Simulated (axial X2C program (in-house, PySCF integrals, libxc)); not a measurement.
**All-electron X2C curves of SeCo⁺**

Aim: find the lowest determinant of SeCo⁺, scan the bond at several levels and fit the constants, once spin-free and once with spin–orbit coupling.

Computed with an in-house X2C program for linear molecules on PySCF integrals. Level: all-electron X2C, Se dyall-cv3z, Co dyall-cv3z.

All values are calculated.

### 1 The job

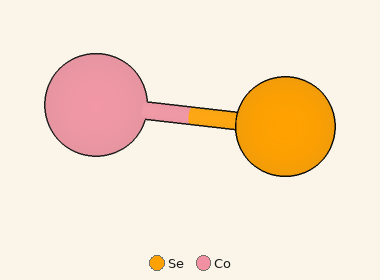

The two atoms at 2.100 Å (selenium orange, cobalt pink).

Contents of task.json:

```json
{
 "zs": [
  34,
  27
 ],
 "q": 1,
 "bas": [
  "dyall-cv3z",
  "dyall-cv3z"
 ],
 "levels": [
  "PBE0",
  "HF",
  "PW91"
 ],
 "cc": true,
 "r0": 2.1,
 "thr": -2.0,
 "nmax": 90,
 "npts": 10,
 "nst": 2,
 "ntry": 6
}
```

Keys: zs atomic numbers; q charge; bas basis sets; levels methods (HF also brings MP2); cc coupled cluster on or off; r0 starting distance in Å; thr threshold in hartree for freezing inner shells (an s shell follows its p shell); nmax most natural virtual spinors; npts points asked for on the curve; nst determinants followed; ntry starts of the search.

The run is started by

```sh
$ python so2c.py task.json out
```

Spin-free means the one-electron spin-free X2C Hamiltonian; two-component (2c) means X2C with spin–orbit coupling and atomic mean-field two-electron Coulomb and Gaunt terms. Basis: Se dyall-cv3z contracted to [8s9p6d4f1g], Co dyall-cv3z contracted to [9s10p6d3f2g]; Gaussian nuclei, density fitting. Masses: Se 79.917 u, Co 58.933 u.

Notation: σ, π±, δ± give the projection m of an orbital's angular momentum (0, ±1, ±2), α and β its spin, Λ and M_S the sums; ω is the projection of a spinor's total angular momentum and Ω the sum. Logs are in hartree.

The results follow Hamiltonian by Hamiltonian and level by level.

### 2 State search with PBE0

PBE0 moves the distance from 2.100 Å to 2.174 Å and compares determinants there.

Spin-free determinants:

```tsv
ΔE (eV)	state	open shells
0.00	M_S = 2, Λ = 2	beyond closed shells: σα, π+α, π-α, δ+α, δ+β, δ-α
0.66	M_S = 2, Λ = 3	beyond closed shells: 2 × π+α, π+β, 2 × π-α, δ+α, δ+β, δ-α
0.72	M_S = 1, Λ = 4	beyond closed shells: σα, π+α, π+β, δ+α, δ+β, δ-α
0.72	M_S = 1, Λ = 2	beyond closed shells: σα, π+β, π-α, δ+α, δ+β, δ-α
0.79	M_S = 2, Λ = 0	beyond closed shells: π+α, π-α, δ+α, δ-α
0.86	M_S = 1, Λ = 0	beyond closed shells: σα, π+α, π+β, δ+α, δ-α, δ-β
0.86	M_S = 1, Λ = 2	beyond closed shells: σα, π+α, π-β, δ+α, δ+β, δ-α
```

Two-component determinants:

```json
{"ΔE (eV)": "0.00", "state": "Ω = 4", "open shells": "excess of +ω over −ω: ω = 3/2, ω = 5/2"}
{"ΔE (eV)": "0.53", "state": "Ω = 3", "open shells": "excess of +ω over −ω: ω = 1/2, ω = 5/2"}
{"ΔE (eV)": "0.59", "state": "Ω = 5", "open shells": "excess of +ω over −ω: ω = -1/2, 2 × ω = 3/2, ω = 5/2"}
{"ΔE (eV)": "0.75", "state": "Ω = 5", "open shells": "excess of +ω over −ω: 2 × ω = 1/2, ω = 3/2, ω = 5/2"}
{"ΔE (eV)": "0.79", "state": "Ω = 3", "open shells": "excess of +ω over −ω: 2 × ω = 3/2"}
{"ΔE (eV)": "0.83", "state": "Ω = 1", "open shells": "excess of +ω over −ω: 2 × ω = 1/2"}
{"ΔE (eV)": "0.84", "state": "Ω = 2", "open shells": "excess of +ω over −ω: ω = -1/2, ω = 5/2"}
```

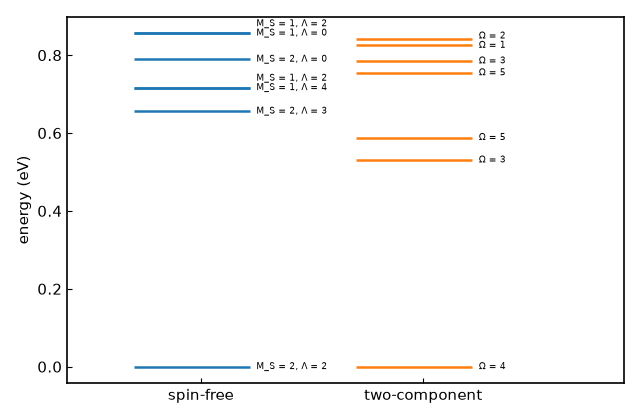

The determinants found, each set from its own lowest.

### 3 PBE0, spin-free

State followed: M_S = 2, Λ = 2 (beyond closed shells: σα, π+α, π-α, δ+α, δ+β, δ-α). The scan is laid around 2.174 Å, a first estimate of the minimum, and this SCF restarts from the orbitals of the search.

Output at 2.174 Å:

```text
spin-free X2C-1e  PBE0
basis functions 210  fitting functions 1187  grid points 5802
iter        total energy     max residual
   1      -3822.469258440     2.31e-05
   2      -3822.469258471     2.41e-05
   3      -3822.469258483     2.86e-05
   4      -3822.469258493     1.56e-05
   5      -3822.469258517     8.34e-06
   6      -3822.469258525     6.88e-06
   7      -3822.469258527     1.84e-06
converged
one-electron -5741.19507762  Coulomb 1843.23428963  exact exchange -36.30369350  xc functional -111.65679158  nuclear repulsion 223.45201455
```

Along the bond, energies from the lowest point:

| R (Å) | E (eV) | μ (D) | HOMO (eV) | LUMO (eV) | iterations |
| --- | --- | --- | --- | --- | --- |
| 1.891 | 0.8137 | 4.30 | -13.90 | -9.81 | 14 |
| 1.978 | 0.3320 | 4.44 | -13.90 | -9.84 | 13 |
| 2.044 | 0.1292 | 4.51 | -13.90 | -9.84 | 13 |
| 2.109 | 0.0270 | 4.56 | -13.90 | -9.84 | 12 |
| 2.174 | 0.0000 | 4.59 | -13.67 | -9.83 | 7 |
| 2.250 | 0.0374 | 4.61 | -13.40 | -9.81 | 14 |
| 2.326 | 0.1262 | 4.62 | -13.15 | -9.79 | 11 |
| 2.424 | 0.2874 | 4.61 | -12.88 | -9.75 | 14 |
| 2.544 | 0.5202 | 4.59 | -12.61 | -9.69 | 14 |
| 2.717 | 0.8681 | 4.56 | -12.31 | -9.60 | 13 |

Dipoles are positive if Co is the positive end and refer to the centre of mass.

Outer orbitals at the reference distance:

```tsv
symmetry	occupied	ε (eV)	atomic character
σα	yes	-26.13	79% Se s, 9% Co p, 7% Co d
σβ	yes	-24.32	78% Se s, 9% Co p, 6% Co d
σα	yes	-17.37	84% Co d, 12% Se p, 3% Se s
π+α	yes	-16.60	88% Co d, 10% Se p
π-α	yes	-16.60	88% Co d, 10% Se p
δ-α	yes	-16.36	100% Co d
δ+α	yes	-16.36	100% Co d
σβ	yes	-14.59	70% Se p, 12% Co s, 10% Co d
σα	yes	-14.35	61% Se p, 23% Co s, 11% Co d
π+β	yes	-14.08	83% Co d, 15% Se p
π-α	yes	-13.90	81% Se p, 14% Co d, 5% Co p
π+α	yes	-13.90	81% Se p, 14% Co d, 5% Co p
δ+β	yes	-13.86	100% Co d
π-β	yes	-13.67	75% Co d, 22% Se p
π+β	no	-9.83	73% Se p, 19% Co d, 8% Co p
π-β	no	-9.74	65% Se p, 27% Co d, 7% Co p
σβ	no	-8.69	51% Co d, 42% Co s, 3% Se p
σα	no	-8.57	54% Co s, 30% Co p, 11% Se p
```

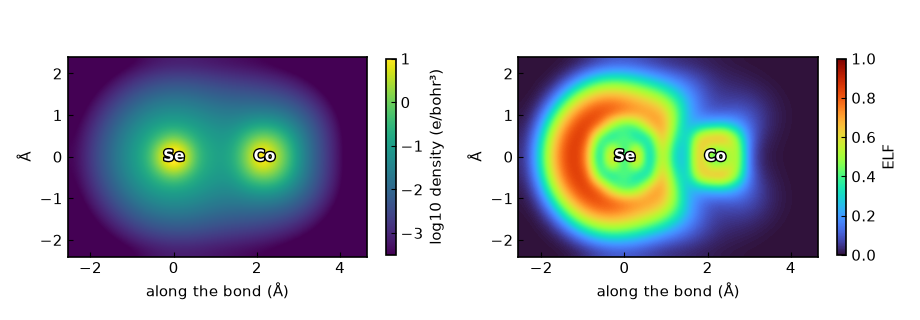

PBE0 fields in a plane through the axis, from a grid of 0.3 Å; Se lies at z = 0 and Co at z = 2.174 Å; the ELF is damped to zero where the density is low.

Re = 2.170 Å, ωe = 325 cm⁻¹, ωexe = 1.28 cm⁻¹, Be = 0.1056 cm⁻¹, De = 2.81 eV, μ = 4.59 D.

### 4 HF, spin-free

Output at 2.174 Å:

```text
spin-free X2C-1e  HF
basis functions 210  fitting functions 1187  grid points 5802
iter        total energy     max residual
   1      -3819.723547454     1.75e-01
   2      -3819.766863315     1.72e-02
   3      -3819.775571749     1.47e-02
   4      -3819.779345101     9.41e-03
   5      -3819.782052548     9.72e-03
   6      -3819.783646887     8.17e-03
   7      -3819.784449747     6.12e-03
   8      -3819.784838787     3.62e-03
   9      -3819.785006892     2.22e-03
  10      -3819.785092417     1.97e-03
  11      -3819.785141743     2.12e-03
  12      -3819.785125062     1.91e-03
  13      -3819.785100262     1.81e-03
  14      -3819.784918129     1.89e-03
  15      -3819.784843892     1.63e-03
  16      -3819.784742656     1.88e-03
  17      -3819.784699220     1.62e-03
  18      -3819.784673188     1.39e-03
  19      -3819.784645879     1.43e-03
  20      -3819.784640509     1.02e-03
  21      -3819.784583915     1.89e-03
  22      -3819.784623872     2.87e-04
  23      -3819.784646316     5.77e-04
  24      -3819.784660583     3.87e-04
  25      -3819.784677401     4.68e-04
  26      -3819.784681612     2.63e-04
  27      -3819.784680056     3.61e-04
  28      -3819.784687259     2.77e-04
  29      -3819.784680025     5.17e-04
  30      -3819.784673767     5.80e-04
  31      -3819.784661948     7.46e-04
  32      -3819.784652389     7.67e-04
  33      -3819.784616428     1.44e-03
  34      -3819.784640155     2.18e-04
  35      -3819.784651807     3.15e-04
  36      -3819.784644167     5.46e-04
  37      -3819.784652117     2.33e-04
  38      -3819.784671324     5.16e-04
  39      -3819.784671252     3.09e-04
  40      -3819.784680659     3.14e-04
  41      -3819.784694067     4.05e-04
  42      -3819.784684854     5.73e-04
  43      -3819.784623056     1.87e-03
  44      -3819.784607507     1.53e-03
  45      -3819.784656735     9.62e-04
  46      -3819.784679304     5.05e-04
  47      -3819.784679697     3.11e-04
  48      -3819.784679724     3.66e-04
  49      -3819.784694879     3.92e-04
  50      -3819.784692317     4.35e-04
  51      -3819.784687839     5.46e-04
  52      -3819.784681649     6.17e-04
  53      -3819.784685336     3.85e-04
  54      -3819.784666567     8.89e-04
  55      -3819.784637272     1.34e-03
  56      -3819.784653061     3.40e-04
  57      -3819.784640209     7.75e-04
  58      -3819.784629865     8.42e-04
  59      -3819.784665406     1.06e-03
  60      -3819.784696941     6.24e-04
  61      -3819.784716612     5.02e-04
  62      -3819.784711664     5.69e-04
  63      -3819.784705341     6.67e-04
  64      -3819.784694286     7.63e-04
  65      -3819.784688834     6.55e-04
  66      -3819.784699672     2.95e-04
  67      -3819.784686078     7.11e-04
  68      -3819.784675231     7.62e-04
  69      -3819.784630986     1.59e-03
  70      -3819.784662746     2.79e-04
  71      -3819.784674295     3.57e-04
  72      -3819.784692362     4.91e-04
  73      -3819.784701018     3.62e-04
  74      -3819.784695598     5.37e-04
  75      -3819.784696222     4.80e-04
  76      -3819.784670557     1.03e-03
  77      -3819.784667948     7.01e-04
  78      -3819.784666920     5.19e-04
  79      -3819.784647846     9.62e-04
  80      -3819.784655788     3.53e-04
NOT converged
one-electron -5743.19749919  Coulomb 1845.48777269  exact exchange -145.52694383  xc functional 0.00000000  nuclear repulsion 223.45201455
```

No constants are quoted: only 5 points converged.

### 5 PW91, spin-free

The SCF at the reference distance of 2.174 Å:

```text
spin-free X2C-1e  PW91
basis functions 210  fitting functions 1187  grid points 5802
iter        total energy     max residual
   1      -3823.322224060     8.94e-02
   2      -3823.317713227     5.10e-02
   3      -3822.613563847     3.04e-01
   4      -3823.329374999     2.72e-02
   5      -3823.333850065     7.79e-03
   6      -3823.334479283     1.52e-03
   7      -3823.334465120     2.08e-03
   8      -3823.334511149     4.57e-04
   9      -3823.334512822     2.94e-04
  10      -3823.334513570     9.55e-05
  11      -3823.334513651     6.44e-06
  12      -3823.334513651     2.29e-06
converged
one-electron -5740.52621890  Coulomb 1842.50182740  exact exchange 0.00000000  xc functional -148.76213670  nuclear repulsion 223.45201455
```

Re = 2.141 Å, ωe = 346 cm⁻¹, ωexe = 1.14 cm⁻¹, Be = 0.1084 cm⁻¹, De = 3.76 eV, μ = 4.18 D.

### 6 Correlated methods, spin-free

Correlated methods: 14 electrons correlated (frozen shells, counted by type: Se 3 s, 2 p, 1 d; Co 3 s, 2 p), 266 virtual spinors in MP2.

MP2: No constants are quoted: the scan has only 5 points.

### 7 A higher determinant, spin-free

State: M_S = 2, Λ = 3 (beyond closed shells: 2 × π+α, π+β, 2 × π-α, δ+α, δ+β, δ-α).

Output at the reference distance:

```text
spin-free X2C-1e  PBE0
basis functions 210  fitting functions 1187  grid points 5802
iter        total energy     max residual
   1      -3822.445152427     1.07e-05
   2      -3822.445152428     2.31e-05
   3      -3822.445152431     1.49e-05
   4      -3822.445152433     6.74e-06
converged
one-electron -5740.26883709  Coulomb 1842.31426311  exact exchange -36.30934710  xc functional -111.63324589  nuclear repulsion 223.45201455
```

| R (Å) | E above the lowest PBE0 point (eV) |
| --- | --- |
| 1.891 | 2.142 |
| 1.978 | 1.394 |
| 2.044 | 1.029 |
| 2.109 | 0.793 |
| 2.174 | 0.656 |
| 2.250 | 0.592 |
| 2.326 | 0.604 |
| 2.424 | 0.698 |
| 2.544 | 0.884 |

Re = 2.273 Å, ωe = 308 cm⁻¹, ωexe = 1.06 cm⁻¹, Be = 0.09619 cm⁻¹, μ = 4.78 D. Te = 0.59 eV.

(Part 1 of 2 ends here.)
